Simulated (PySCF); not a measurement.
Ga(F)2(OH)(NH3), H4F2GaNO, singlet at its B3LYP/def2-SVP optimised geometry (Å):

```
9

Ga    -0.3993    -1.2840     0.0000
F      1.3715    -1.2840     0.0000
F     -1.0979    -1.7235    -1.5669
O     -1.2933    -1.6760     1.5100
H     -1.3204    -2.6127     1.7386
N     -0.7749     0.7510     0.0000
H     -1.2557     1.0231    -0.8607
H      0.0949     1.2840     0.0719
H     -1.3715     0.9798     0.7992
```

Computed with B3LYP/def2-TZVP run with PySCF.

Map of the Laplacian of the electron density (e/bohr⁵), clipped to [-1.50, 1.50] on the plane z = 0.8 Å:

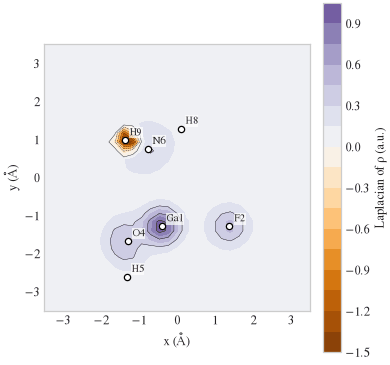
Laplacian of the electron density (e/bohr⁵), clipped to [-1.50, 1.50] on the plane z = 0.8 Å.
